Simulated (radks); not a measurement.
## Atomic calculation for Bi⁵⁺

System: Bi⁵⁺ (Z = 83, 78 electrons) in the configuration [Xe] 4f14 5d10.
Method: non-relativistic Kohn-Sham, PBE, spin-unpolarised, spherical densities, point nucleus (the in-house radial solver radks).

## Results in brief

| quantity | value |
| --- | --- |
| outcome | converged |
| total energy | −20094.2279 hartree |
| kinetic energy | 20089.7384 hartree |
| electron–nucleus energy | −47651.6869 hartree |
| Hartree energy | 7836.1125 hartree |
| exchange–correlation energy | −368.391884 hartree |
| radius at density 0.001 e/bohr³ | 2.82 bohr |
| SCF iterations | 14 |
| hardware | 1 CPU thread, shared host |

## Remarks

Relativity is left out, which matters for an atom this heavy.

## The input
```
Z 83
configuration [Xe] 4f14 5d10
relativity non-relativistic
functional pbe,pbe
spin unpolarised
nucleus point
```

Energies in input and log are in hartree, lengths in bohr.

## Log
```
1s      1   2.0000       -2979.48412079
2s      1   2.0000        -505.14785617
2p      1   6.0000        -486.76863089
3s      1   2.0000        -122.60642435
3p      1   6.0000        -113.83627474
3d      1  10.0000         -97.46616738
4s      1   2.0000         -29.04693584
4p      1   6.0000         -25.17568279
4d      1  10.0000         -18.02067570
4f      1  14.0000          -8.30002376
5s      1   2.0000          -6.52503901
5p      1   6.0000          -5.20127588
5d      1  10.0000          -3.02097520
Etot -20094.227896124095
Ekin 20089.73837786223
Encl -47651.686852309045
Eh 7836.112462129091
Exc -368.39188380637313
err 2.3744594752173698e-09
it 14
```

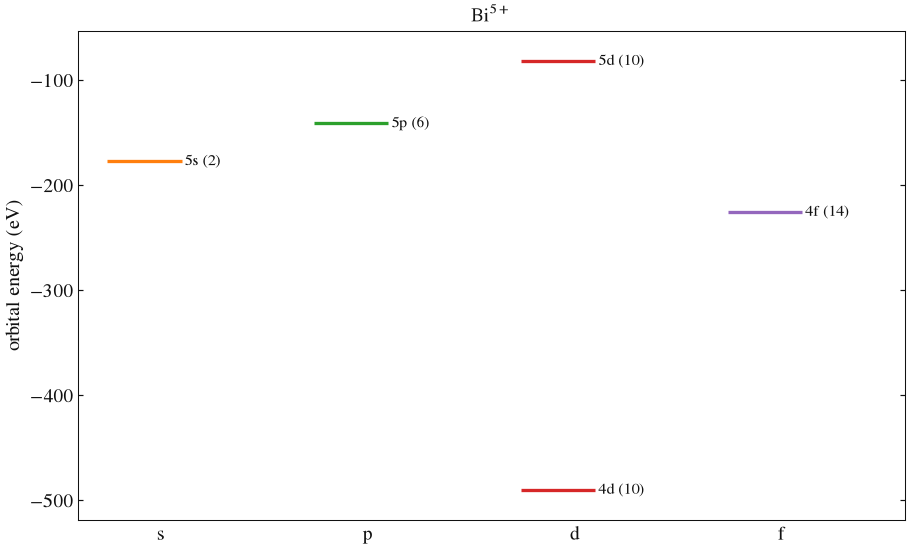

**Figure 1.** The outer levels are drawn by angular momentum (occupations in brackets). The highest occupied level is 5d at −82.2 eV. From the top down the occupied levels run 5d (−82.2 eV), 5p (−141.5 eV), 5s (−177.6 eV), 4f (−225.9 eV), 4d (−490.4 eV). The semi-empirical ionisation energy (NIST) is 88.4 eV; minus the highest level, 82.2 eV, lies 7.0 % below it. Relativity, left out here, matters at this nuclear charge.

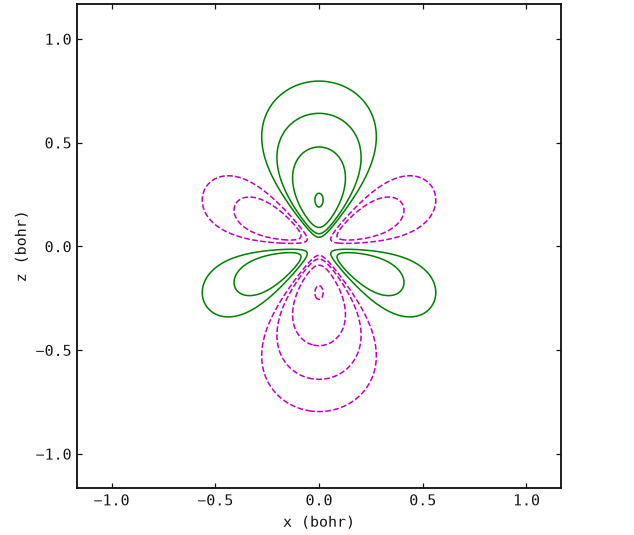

**Figure 2.** One occupied orbital is shown. In the xz plane through the nucleus, contours of ψ are drawn, solid for positive and dashed for negative values, each about twice the one before. The radial function comes from the spherical calculation and is multiplied by a real spherical harmonic; the overall sign is chosen so that the largest lobe of P(r) is positive. It is 4f(z³). It has the nodal plane xy and two cones about z and no radial node. The maximum of P² lies at 0.338 bohr, ⟨r⟩ = 0.432 bohr, 90 % of the charge lies within 0.680 bohr, and the eigenvalue is −225.9 eV, with 14 electrons in the shell.

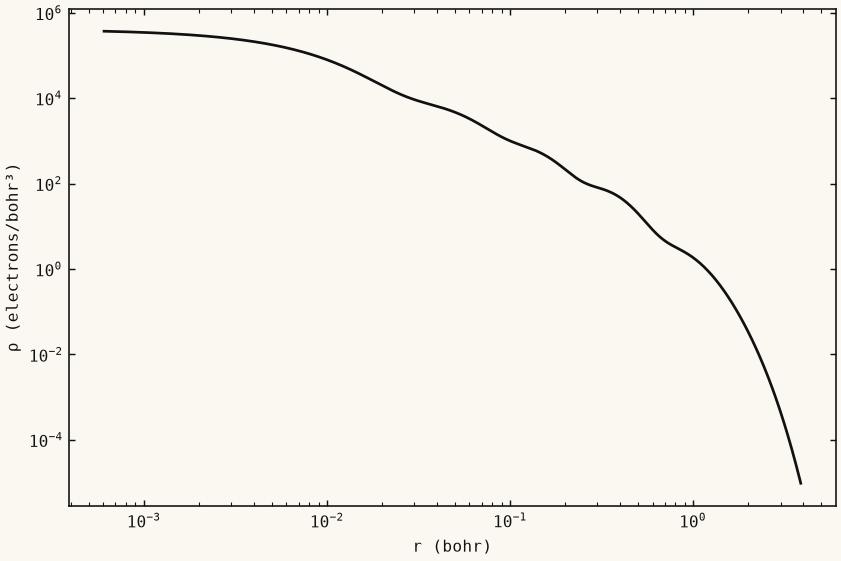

**Figure 3.** The electron density ρ(r) on a logarithmic scale. The density falls from 370000 electrons/bohr³ at the inner end (r = 0.00061 bohr) to 0.001 at r = 2.82 bohr, a common measure of the size of an atom or ion. At the nucleus d ln ρ/dr is −170 per bohr, near the cusp value −2Z = −166. The steps in the slope mark the shells; the radial density has its minima at 0.023, 0.095 and 0.26 bohr.

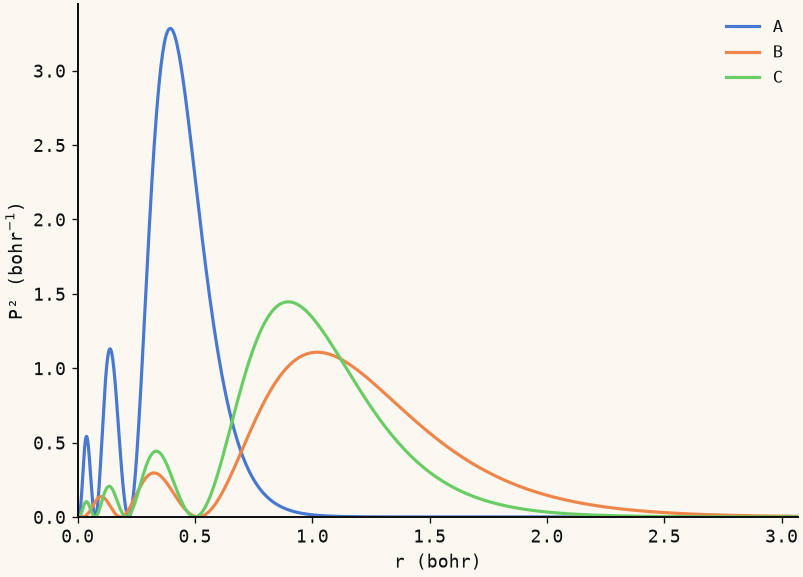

**Figure 4.** The radial probability densities P² of 4p, 5d and 5p. A is 4p; B is 5d; C is 5p. 4p: outer maximum at 0.394 bohr, ⟨r⟩ = 0.422 bohr, 2 nodes, eigenvalue −685.1 eV; 5p: outer maximum at 0.897 bohr, ⟨r⟩ = 0.985 bohr, 3 nodes, eigenvalue −141.5 eV; 5d: outer maximum at 1.02 bohr, ⟨r⟩ = 1.18 bohr, 2 nodes, eigenvalue −82.2 eV.
